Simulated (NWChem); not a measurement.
**triplet H2Te: levels of theory compared**

Aim: a comparison of 6 runs (UPBE/def2-TZVPPD, UB3LYP/def2-TZVPPD, UBHLYP/def2-TZVPPD, UBLYP/def2-TZVPPD, UCAM-B3LYP/def2-TZVPPD, UTPSS/def2-TZVPPD) of triplet H2Te. 

Program for the calculation: NWChem 7.3.0.

2 further runs of the same task are left out: 1 that didn't finish, 1 set aside as unsound or not needed.

**1. The structure to begin with**

H2Te has 3 atoms, charge 0, and is taken as a triplet. As SMILES of the parent species, `[TeH2]`. Geometry: relaxed at PBE0-D4/def2-TZVP. That shape belongs to the parent species and isn't relaxed for this state.

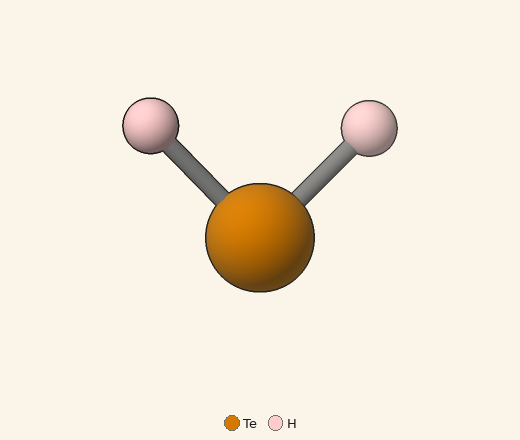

The structure, seen from a chosen angle (tellurium orange, hydrogen pink).

**2. A single-point energy at UPBE/def2-TZVPPD (core potential) (run 1)**

The input, run.py:

```python
from ase import Atoms
from ase.calculators.nwchem import NWChem

molecule = Atoms('TeHH', positions=[
    [0.579000, -0.464000, 0.259000],
    [0.251700, 1.159200, 0.266100],
    [-0.841600, -0.760100, -0.538300],
])

calc = NWChem(
    label='work',
    theory='dft',
    memory='2200 mb',
    basis='def2-TZVPPD',
    basispar='spherical bse',
    dft={'xc': 'xpbe96 cpbe96', 'mult': '3', 'grid': 'fine', 'convergence': 'energy 1e-08', 'iterations': '100', 'mulliken': None, 'print': 'low'},
    task='energy',
    **{'ecp bse': {'Te library': 'def2-TZVPPD'}},
)
molecule.calc = calc

print(f"energy = {molecule.get_potential_energy():.6f} eV")
```

Started as:

```
export ASE_NWCHEM_COMMAND="nwchem PREFIX.nwi > PREFIX.nwo"
python run.py
```

Standard output:

```text
energy = -7321.536730 eV
```

The calculator wrote work.nwi:

```
title "work"

permanent_dir work

scratch_dir work

start work

geometry units angstrom nocenter noautosym noautoz
  Te 5.7899999999999996e-01 -4.6400000000000002e-01 2.5900000000000001e-01
  H  2.5169999999999998e-01 1.1592000000000000e+00 2.6610000000000000e-01
  H  -8.4160000000000001e-01 -7.6010000000000000e-01 -5.3830000000000000e-01
end

memory 2200 mb

basis spherical bse noprint
   * library def2-TZVPPD
end

dft
  xc xpbe96 cpbe96
  mult 3
  grid fine
  convergence energy 1e-08
  iterations 100
  mulliken
  print low
end
ecp bse
  Te library def2-TZVPPD
end

task dft energy
```

work.nwo:

```text
Northwest Computational Chemistry Package (NWChem) 7.3.0
             --------------------------------------------------------

           Job information
           ---------------

    nwchem branch   = 7.3.0
    use scalapack   = T
    input           = work.nwi
    prefix          = work.
    data base       = work/work.db
    status          = startup
    nproc           =        1

           Memory information
           ------------------

[... 5 lines left out ...]
    hardfail = no
[... 35 lines left out ...]
            Nuclear Dipole moment (a.u.)
[... 87 lines left out ...]
         Total DFT energy =     -269.061514293870
[... 1 line left out ...]
           Coulomb energy =      235.142510991339
[... 1 line left out ...]
 Nuclear repulsion energy =       15.565329809592
[... 39 lines left out ...]
    Atom       Charge   Shell Charges
 -----------   ------   -------------------------------------------------------
    1 Te  24     1.55  -0.00 -0.00 -0.00  0.00 -0.00  0.01  0.00  0.00  0.07  0.27  0.53  0.23  0.02 -0.00  0.04  0.21  0.16  0.00  0.02
    2 H    1     0.23   0.04  0.04  0.01  0.00  0.03  0.10  0.00
    3 H    1     0.23   0.04  0.04  0.01  0.00  0.03  0.10  0.00

     --------------------------
     Expectation value of S2:
     --------------------------
      <S2> =      2.0027 (Exact =     2.0000)

 Task  times  cpu:       26.2s     wall:       26.2s
 Total times  cpu:       26.3s     wall:       26.3s
```

It took 28 s on 1 thread of Intel Xeon Platinum 8375C at 2.90GHz (Ice Lake), shared host; peak memory 0.11 GiB.

**3. The energy at UB3LYP/def2-TZVPPD (core potential) (run 2)**

The input, run.py:

```python
from ase import Atoms
from ase.calculators.nwchem import NWChem

mol = Atoms(['Te', 'H', 'H'], positions=[
    [0.579000, -0.464000, 0.259000],
    [0.251700, 1.159200, 0.266100],
    [-0.841600, -0.760100, -0.538300],
])

calc = NWChem(
    label='input',
    theory='dft',
    memory='2200 mb',
    basis='def2-TZVPPD',
    basispar='spherical bse',
    dft={'xc': 'b3lyp', 'mult': '3', 'grid': 'fine', 'convergence': 'energy 1e-08', 'iterations': '100', 'mulliken': None},
    task='energy',
    **{'ecp bse': {'Te library': 'def2-TZVPPD'}},
)
mol.calc = calc

print("Total energy (eV):", round(mol.get_potential_energy(), 6))
```

Started as:

```
export ASE_NWCHEM_COMMAND="nwchem PREFIX.nwi > PREFIX.nwo"
python run.py
```

Standard output:

```text
Total energy (eV): -7324.376155
```

The calculator wrote input.nwi:

```
title "input"

permanent_dir input

scratch_dir input

start input

geometry units angstrom nocenter noautosym noautoz
  Te 5.7899999999999996e-01 -4.6400000000000002e-01 2.5900000000000001e-01
  H  2.5169999999999998e-01 1.1592000000000000e+00 2.6610000000000000e-01
  H  -8.4160000000000001e-01 -7.6010000000000000e-01 -5.3830000000000000e-01
end

memory 2200 mb

basis spherical bse noprint
   * library def2-TZVPPD
end

dft
  xc b3lyp
  mult 3
  grid fine
  convergence energy 1e-08
  iterations 100
  mulliken
end
ecp bse
  Te library def2-TZVPPD
end

task dft energy
```

input.nwo:

```text
Northwest Computational Chemistry Package (NWChem) 7.3.0
             --------------------------------------------------------

           Job information
           ---------------

    nwchem branch   = 7.3.0
    use scalapack   = T
    input           = input.nwi
    prefix          = input.
    data base       = input/input.db
    status          = startup
    nproc           =        1

           Memory information
           ------------------

[... 5 lines left out ...]
    hardfail = no
[... 35 lines left out ...]
            Nuclear Dipole moment (a.u.)
[... 71 lines left out ...]
          Convergence on density requested:  1.00D-05
[... 26 lines left out ...]
          Convergence aids based upon iterative change in
[... 29 lines left out ...]
 2-e energy   =     214.873613
[... 57 lines left out ...]
           Coulomb energy =      235.170355240760
[... 678 lines left out ...]
                     DFT Final Beta Molecular Orbital Analysis
[... 768 lines left out ...]
     Multipole analysis of the density
     ---------------------------------

     L   x y z        total         alpha         beta         nuclear
     -   - - -        -----         -----         ----         -------
     0   0 0 0      0.000000    -14.000000    -12.000000     26.000000

     1   1 0 0     -0.030565    -13.510973    -11.664475     25.144883
[... 8 lines of this table left out ...]
     2   0 0 2    -20.680835    -17.455050    -10.262640      7.036854

 Task  times  cpu:       25.8s     wall:       25.8s
 Total times  cpu:       25.8s     wall:       25.8s
```

Wall time 27 s (1 thread of Intel Xeon Platinum 8375C at 2.90GHz (Ice Lake), shared host); peak memory 0.11 GiB.

Runs 3 to 5 aren't shown in full; the table further down has their settings and results.

**4. A single-point energy at UTPSS/def2-TZVPPD (core potential) (run 6)**

The input, run.nw:

```
start run
memory total 2200 mb

geometry units angstroms noautosym nocenter noautoz
  Te     0.579000    -0.464000     0.259000
  H      0.251700     1.159200     0.266100
  H     -0.841600    -0.760100    -0.538300
end

basis spherical bse
  * library def2-TZVPPD
end

ecp bse
  Te library def2-TZVPPD
end

dft
  xc xtpss03 ctpss03
  mult 3
  grid fine
  convergence energy 1e-08
  iterations 100
  mulliken
  print medium
end

task dft
```

Started as:

```
nwchem run.nw > run.out
```

Standard output:

```text
[...]
          Wavefunction type:  spin polarized.
          No. of atoms     :     3
          No. of electrons :    26
[...]
          Charge           :     0
          Spin multiplicity:     3
[...]
          AO basis - number of functions:    93
[...]
              XC Information
              --------------
                  TPSS metaGGA Exchange Functional  1.000
             TPSS03 metaGGA Correlation Functional  1.000
[...]
 d= 0,ls=0.0,diis     1   -268.9450284786 -2.85D+02  9.24D-03  5.51D-02     3.9
[...]
 d= 0,ls=0.0,diis     8   -268.9767574717 -2.99D-09  1.66D-06  2.94D-08    25.5
[...]
         Total DFT energy =     -268.976757471719
      One electron energy =     -498.260998447048
           Coulomb energy =      235.100707372390
    Exchange-Corr. energy =      -21.381796206654
 Nuclear repulsion energy =       15.565329809592
[...]
      Total Density - Mulliken Population Analysis
     ---------------------------------------------
    Atom       Charge   Shell Charges
 -----------   ------   -------------------------------------------------------
    1 Te  24    23.89   0.29 -0.86  1.61  0.97  1.18  0.75  0.01 -0.51  6.46  1.11  1.96  0.57  0.01  9.02  0.99  0.21  0.11  0.00  0.02
    2 H    1     1.06   0.24  0.60  0.17  0.00  0.03  0.02  0.00
    3 H    1     1.06   0.24  0.60  0.17  0.00  0.03  0.02  0.00
[...]
      <S2> =      2.0045 (Exact =     2.0000)
[...]
```

It took 26 s on 1 thread of Intel Xeon Platinum 8375C at 2.90GHz (Ice Lake), shared host; peak memory 0.12 GiB.

**5. Overview of the runs**

```tsv
run	level	energy (Eh)	⟨S²⟩	wall time
1	UPBE/def2-TZVPPD (core potential)	-269.061514	2.003	28 s
2	UB3LYP/def2-TZVPPD (core potential)	-269.165861	2.004	27 s
3	UBHLYP/def2-TZVPPD (core potential)	-269.011747	2.009	31 s
4	UBLYP/def2-TZVPPD (core potential)	-269.017587	2.002	26 s
5	UCAM-B3LYP/def2-TZVPPD (core potential)	-269.065217	2.007	71 s
6	UTPSS/def2-TZVPPD (core potential)	-268.976757	2.005	26 s
```

**6. What came out**

| quantity | value |
| --- | --- |
| run 6: total energy | -268.97676 Eh |
| run 6: dipole moment | 0.15 D |
| run 6: HOMO energy (highest over α and β) | -2.28 eV |
| run 6: ⟨S²⟩ | 2.005 |

Over runs 2, 3, 4, 5, 6 the dipole moment (its size) runs from 0.09 D (UBLYP/def2-TZVPPD) to 0.15 D (UTPSS/def2-TZVPPD). Totals of different functionals can't be ranked against each other. All runs together took 3.5 min, the longest 71 s.
